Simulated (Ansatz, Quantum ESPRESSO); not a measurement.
# SiOs3 (Fm-3m): zone-centre phonons

Wanted: the vibrations of SiOs3 (Fm-3m) at Γ, by two programs.

Main program and level: Quantum ESPRESSO 7.5; DFT LDA, scalar-relativistic, plane waves, JTH PAW pseudopotentials.

The structure was built from a prototype and need not be the compound's stable phase.

## (1) The structure

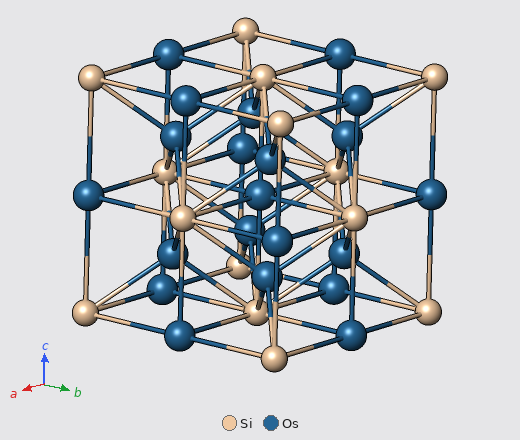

The starting structure, seen from a free direction (silicon light orange, osmium blue). This picture shows the conventional cell, with its axes. Some periodic images of atoms are drawn too.

## (2) A first look

Before anything dear is run, a loose run with smearing shows whether this is a metal and how far the cell is from rest.

Input file probe.in:

```
 &control
    calculation='scf',
    prefix='x',
    outdir='./tmp',
    pseudo_dir='./pseudo',
    tprnfor=.true.,
    tstress=.true.,
    verbosity='high',
 /
 &system
    ibrav=2,
    celldm(1)=11.40847205,
    nat=4,
    ntyp=2,
    ecutwfc=40.0,
    ecutrho=200.0,
    occupations='smearing',
    smearing='gaussian',
    degauss=0.01,
 /
 &electrons
    conv_thr=1.0d-07,
    mixing_beta=0.7,
    electron_maxstep=100,
 /
ATOMIC_SPECIES
 Si     28.0850  Si.upf
 Os    190.2300  Os.upf
ATOMIC_POSITIONS crystal
 Si     0.000000000   0.000000000   0.000000000
 Os     0.500000000   0.500000000   0.500000000
 Os     0.750000000   0.750000000   0.750000000
 Os     0.250000000   0.250000000   0.250000000
K_POINTS automatic
 6 6 6 0 0 0
```

Started as:

```bash
$ OMP_NUM_THREADS=1 mpirun -n 4 pw.x -nk 4 -in probe.in > probe.out
```

Output:

```text
[banners, grids, parts of the stress and lines that vanish by symmetry left out]
Program PWSCF v.7.5
     file Si.upf: wavefunction(s)  0S 0P renormalized
     file Os.upf: wavefunction(s)  6S 0S 0P 0P 5D 0D renormalized
[...]
kinetic-energy cutoff     =      40.0000  Ry
     charge density cutoff     =     200.0000  Ry
     scf convergence threshold =      1.0E-07
[...]
Exchange-correlation= SLA PW NOGX NOGC
                           (   1   4   0   0   0   0   0)
[...]
48 Sym. Ops., with inversion, found
[...]
(     0          1          0      )
                  (     0          0          1      )
[...]
(  0.0000000  1.0000000  0.0000000 )
                  (  0.0000000  0.0000000  1.0000000 )
[...]
(     1          0         -1      )
                  (     0          0         -1      )
[...]
(     0          1          0      )
[...]
( -1.0000000  0.0000000  0.0000000 )
                  (  0.0000000  1.0000000  0.0000000 )
[...]
number of k points=    16  Gaussian smearing, width (Ry)=  0.0100
[...]
End of self-consistent calculation
[...]
the Fermi energy is    17.6628 ev
!    total energy              =   -2079.00954964 Ry
[...]
convergence has been achieved in  10 iterations
[...]
atom    1 type  1   force =     0.00000000    0.00000000    0.00000000
     atom    2 type  2   force =     0.00000000    0.00000000    0.00000000
     atom    3 type  2   force =     0.00000000    0.00000000    0.00000000
     atom    4 type  2   force =     0.00000000    0.00000000    0.00000000
[...]
Total force =     0.000000     Total SCF correction =     0.000000
[...]
total   stress  (Ry/bohr**3)                   (kbar)     P=      -50.68
[...]
XML data file, charge density, pseudopotentials, collected wavefunctions

   JOB DONE.
```

Run time: 4.8 s. Hardware: 4 MPI ranks of Arm Neoverse V1, shared host.

This step gave:

- volume per atom: 13.75 Å³
- pressure: -5.068 GPa
- gap on the k-mesh: 0 eV

No gap opens on this mesh, so smearing is kept; the start stands at -5.1 GPa.

## (3) Relaxation

Frequencies change by per cents with a per cent of volume, so the structure is first brought to rest at this level of theory.

Input file relax.in:

```
 &control
    calculation='vc-relax',
    prefix='x',
    outdir='./tmp',
    pseudo_dir='./pseudo',
    tprnfor=.true.,
    tstress=.true.,
    forc_conv_thr=2.0d-05,
    etot_conv_thr=1.0d-07,
    nstep=40,
 /
 &system
    ibrav=2,
    celldm(1)=11.40847205,
    nat=4,
    ntyp=2,
    ecutwfc=40.0,
    ecutrho=200.0,
    occupations='smearing',
    smearing='mv',
    degauss=0.02,
 /
 &electrons
    conv_thr=1.0d-11,
    mixing_beta=0.7,
    electron_maxstep=100,
 /
 &ions
 /
 &cell
    press_conv_thr=0.2,
 /
ATOMIC_SPECIES
 Si     28.0850  Si.upf
 Os    190.2300  Os.upf
ATOMIC_POSITIONS crystal
 Si     0.000000000   0.000000000   0.000000000
 Os     0.500000000   0.500000000   0.500000000
 Os     0.750000000   0.750000000   0.750000000
 Os     0.250000000   0.250000000   0.250000000
K_POINTS automatic
 10 10 10 0 0 0
```

Started as:

```bash
$ OMP_NUM_THREADS=1 mpirun -n 4 pw.x -nk 4 -in relax.in > relax.out
```

Output:

```text
[banners, grids, parts of the stress and lines that vanish by symmetry left out]
[banner, memory and clock lines left out]
Program PWSCF v.7.5

[...]
kinetic-energy cutoff     =      40.0000  Ry
     charge density cutoff     =     200.0000  Ry
     scf convergence threshold =      1.0E-11
[...]
energy convergence thresh.=      1.0E-07
     force convergence thresh. =      2.0E-05
     press convergence thresh. =      2.0E-01
     Exchange-correlation= SLA PW NOGX NOGC
                           (   1   4   0   0   0   0   0)
[...]
48 Sym. Ops., with inversion, found
[...]
number of k points=    47  Marzari-Vanderbilt smearing, width (Ry)=  0.0200
[...]
End of self-consistent calculation
[...]
the Fermi energy is    17.6698 ev
!    total energy              =   -2079.00743782 Ry
[...]
convergence has been achieved in  14 iterations
[...]
atom    1 type  1   force =     0.00000000    0.00000000   -0.00000000
     atom    2 type  2   force =     0.00000000    0.00000000    0.00000000
     atom    3 type  2   force =    -0.00000000    0.00000000   -0.00000000
     atom    4 type  2   force =     0.00000000   -0.00000000    0.00000000
     Total force =     0.000000     Total SCF correction =     0.000000
[...]
total   stress  (Ry/bohr**3)                   (kbar)     P=      -47.15
[...]
number of bfgs steps    =   0
[...]
CELL_PARAMETERS (alat= 11.40847205)
[...]
ATOMIC_POSITIONS (crystal)
Si              -0.0000000000       -0.0000000000        0.0000000000
Os               0.5000000000        0.5000000000        0.5000000000
Os               0.7500000000        0.7500000000        0.7500000000
Os               0.2500000000        0.2500000000        0.2500000000
[...]
New effective cutoffs (rho, wfc):  203.13   40.65
[...]
End of self-consistent calculation
[...]
the Fermi energy is    18.2354 ev
!    total energy              =   -2079.00786055 Ry
[...]
convergence has been achieved in  13 iterations
[...]
atom    1 type  1   force =     0.00000000    0.00000000    0.00000000
     atom    2 type  2   force =     0.00000000    0.00000000    0.00000000
     atom    3 type  2   force =     0.00000000   -0.00000000    0.00000000
     atom    4 type  2   force =    -0.00000000    0.00000000   -0.00000000
     Total force =     0.000000     Total SCF correction =     0.000000
[...]
total   stress  (Ry/bohr**3)                   (kbar)     P=       35.03
[...]
number of bfgs steps    =   1
[...]
CELL_PARAMETERS (alat= 11.40847205)
[...]
ATOMIC_POSITIONS (crystal)
[...]
New effective cutoffs (rho, wfc):  201.75   40.37
[...]
End of self-consistent calculation
[...]
the Fermi energy is    17.9946 ev
!    total energy              =   -2079.00828744 Ry
[...]
convergence has been achieved in  13 iterations
[...]
atom    1 type  1   force =     0.00000000    0.00000000   -0.00000000
     atom    2 type  2   force =     0.00000000   -0.00000000    0.00000000
     atom    3 type  2   force =    -0.00000000   -0.00000000   -0.00000000
     atom    4 type  2   force =     0.00000000    0.00000000    0.00000000
     Total force =     0.000000     Total SCF correction =     0.000000
[...]
total   stress  (Ry/bohr**3)                   (kbar)     P=       -0.93
[...]
number of bfgs steps    =   2
[...]
CELL_PARAMETERS (alat= 11.40847205)
[...]
ATOMIC_POSITIONS (crystal)
[...]
New effective cutoffs (rho, wfc):  201.79   40.38
[...]
End of self-consistent calculation
[...]
the Fermi energy is    18.0009 ev
!    total energy              =   -2079.00828776 Ry
[...]
convergence has been achieved in   9 iterations
[...]
atom    1 type  1   force =     0.00000000    0.00000000    0.00000000
     atom    2 type  2   force =     0.00000000    0.00000000    0.00000000
     atom    3 type  2   force =     0.00000000    0.00000000   -0.00000000
     atom    4 type  2   force =    -0.00000000   -0.00000000    0.00000000
     Total force =     0.000000     Total SCF correction =     0.000000
[...]
total   stress  (Ry/bohr**3)                   (kbar)     P=       -0.02
[...]
number of bfgs steps    =   3
[...]
small trust_radius: resetting bfgs history
[...]
CELL_PARAMETERS (alat= 11.40847205)
[...]
ATOMIC_POSITIONS (crystal)
[...]
New effective cutoffs (rho, wfc):  201.79   40.38
[...]
End of self-consistent calculation
[...]
the Fermi energy is    18.0011 ev
!    total energy              =   -2079.00828776 Ry
[...]
convergence has been achieved in   6 iterations
[...]
atom    1 type  1   force =     0.00000000    0.00000000   -0.00000000
     atom    2 type  2   force =     0.00000000    0.00000000    0.00000000
     atom    3 type  2   force =    -0.00000000    0.00000000   -0.00000000
     atom    4 type  2   force =     0.00000000   -0.00000000    0.00000000
     Total force =     0.000000     Total SCF correction =     0.000000
[...]
total   stress  (Ry/bohr**3)                   (kbar)     P=        0.01
[...]
bfgs converged in   5 scf cycles and   4 bfgs steps
[...]
End of BFGS Geometry Optimization
     Final enthalpy           =   -2079.0082877592 Ry
     File ./tmp/x.bfgs deleted, as requested
[...]
CELL_PARAMETERS (alat= 11.40847205)
[...]
ATOMIC_POSITIONS (crystal)
[...]
Os               0.7500000000        0.7500000000        0.7500000000
Os               0.2500000000        0.2500000000        0.2500000000
[...]
Final scf calculation at the relaxed structure.
[...]
kinetic-energy cutoff     =      40.0000  Ry
     charge density cutoff     =     200.0000  Ry
     scf convergence threshold =      1.0E-13
[...]
press convergence thresh. =      2.0E-01
     Exchange-correlation= SLA PW NOGX NOGC
                           (   1   4   0   0   0   0   0)
[...]
48 Sym. Ops., with inversion, found
[...]
number of k points=    47  Marzari-Vanderbilt smearing, width (Ry)=  0.0200
[...]
c_bands:  1 eigenvalues not converged
     c_bands:  1 eigenvalues not converged
     c_bands:  2 eigenvalues not converged
     c_bands:  1 eigenvalues not converged
[...]
End of self-consistent calculation
[...]
the Fermi energy is    18.0011 ev
!    total energy              =   -2079.00825917 Ry
[...]
convergence has been achieved in  23 iterations
[...]
atom    1 type  1   force =    -0.00000000   -0.00000000    0.00000000
     atom    2 type  2   force =    -0.00000000   -0.00000000   -0.00000000
     atom    3 type  2   force =    -0.00000000   -0.00000000   -0.00000000
     atom    4 type  2   force =    -0.00000000    0.00000000    0.00000000
     Total force =     0.000000     Total SCF correction =     0.000000
[...]
total   stress  (Ry/bohr**3)                   (kbar)     P=       -0.01
[...]
XML data file, charge density, pseudopotentials, collected wavefunctions
```

Run time: 79 s. Hardware: 4 MPI ranks; 5.2 min of CPU time.

Relaxation path:

```tsv
step	energy less that of the first step (eV)	largest force (eV/Å)	pressure (GPa)	volume (Å³)
1	0.0000	0.0000	-4.71	55.01
2	-0.0058	0.0000	3.50	53.70
3	-0.0116	0.0000	-0.09	54.25
4	-0.0116	0.0000	0.00	54.23
5	-0.0116	0.0000	0.00	54.23
6	-0.0112	0.0000	0.00	54.23
```

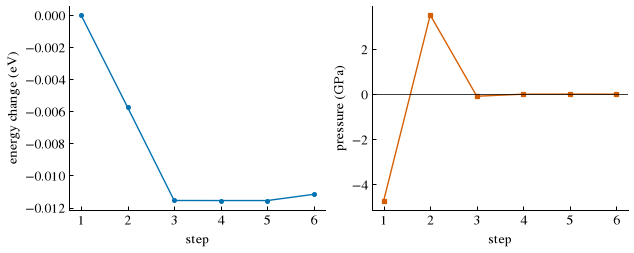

Energy and pressure along the relaxation.

```tsv
conventional cell, symmetrised	before	after	change
a (Å)	6.037	6.009	-0.5 %
b (Å)	6.037	6.009	-0.5 %
c (Å)	6.037	6.009	-0.5 %
volume (Å³/atom)	13.75	13.56	-1.4 %
```

Final coordinates:

```
Si Os
1.0
    -3.00430    0.00000    3.00430
     0.00000    3.00430    3.00430
    -3.00430    3.00430    0.00000
Si Os
1 3
Direct
  0.00000 0.00000 0.00000
  0.50000 0.50000 0.50000
  0.75000 0.75000 0.75000
  0.25000 0.25000 0.25000
```

The last row of the table of steps is pw.x's closing run on a basis chosen anew for the final cell, so its energy can jump.

This step gave:

```yaml
volume_per_atom: 13.56 Å³
pressure: -0.001 GPa
```

The volume changes by -1.4 % from the cell with which this run began.

## (4) Ground state

Perturbation theory inherits every error of the wavefunctions, so the threshold is set near the limit of the arithmetic. Smearing stays on, as the first look found no gap above 0.3 eV.

Input file scf.in:

```
 &control
    calculation='scf',
    prefix='x',
    outdir='./tmp',
    pseudo_dir='./pseudo',
    tprnfor=.true.,
    tstress=.true.,
 /
 &system
    ibrav=2,
    celldm(1)=11.35461797,
    nat=4,
    ntyp=2,
    ecutwfc=40.0,
    ecutrho=200.0,
    occupations='smearing',
    smearing='mv',
    degauss=0.02,
 /
 &electrons
    conv_thr=1.0d-12,
    mixing_beta=0.7,
    electron_maxstep=100,
 /
ATOMIC_SPECIES
 Si     28.0850  Si.upf
 Os    190.2300  Os.upf
ATOMIC_POSITIONS crystal
 Si     0.000000000   0.000000000   0.000000000
 Os     0.500000000   0.500000000   0.500000000
 Os     0.750000000   0.750000000   0.750000000
 Os     0.250000000   0.250000000   0.250000000
K_POINTS automatic
 10 10 10 0 0 0
```

Started as:

```bash
$ OMP_NUM_THREADS=1 mpirun -n 4 pw.x -nk 4 -in scf.in > scf.out
```

Output:

```text
[banners, grids, parts of the stress and lines that vanish by symmetry left out]
[banner, memory and clock lines left out]
Program PWSCF v.7.5

[...]
kinetic-energy cutoff     =      40.0000  Ry
     charge density cutoff     =     200.0000  Ry
     scf convergence threshold =      1.0E-12
[...]
Exchange-correlation= SLA PW NOGX NOGC
                           (   1   4   0   0   0   0   0)
[...]
48 Sym. Ops., with inversion, found
[...]
number of k points=    47  Marzari-Vanderbilt smearing, width (Ry)=  0.0200
[...]
End of self-consistent calculation
[...]
the Fermi energy is    18.0011 ev
!    total energy              =   -2079.00825917 Ry
[...]
convergence has been achieved in  16 iterations
[...]
atom    1 type  1   force =    -0.00000000   -0.00000000    0.00000000
     atom    2 type  2   force =     0.00000000    0.00000000    0.00000000
     atom    3 type  2   force =     0.00000000    0.00000000   -0.00000000
     atom    4 type  2   force =    -0.00000000   -0.00000000    0.00000000
     Total force =     0.000000     Total SCF correction =     0.000000
[...]
total   stress  (Ry/bohr**3)                   (kbar)     P=       -0.01
[...]
XML data file, charge density, pseudopotentials, collected wavefunctions
```

It took 17 s on 4 MPI ranks; 70 s of CPU time.

The cell stands at -0.001 GPa, close enough for phonons.

(Continued in part 2 of 3.)

[Host names and launcher messages were left out of these logs when they were recorded.]

[Logs are printed without paths, hosts, clocks, repeated set-up lines and the standing remarks that a program may print on its own settings, such as how far it seeks lower states.]

[Hosts, paths, dates, database ids (printed as entryN), source tags and the programs' standing remarks are cut or masked in the printed files.]
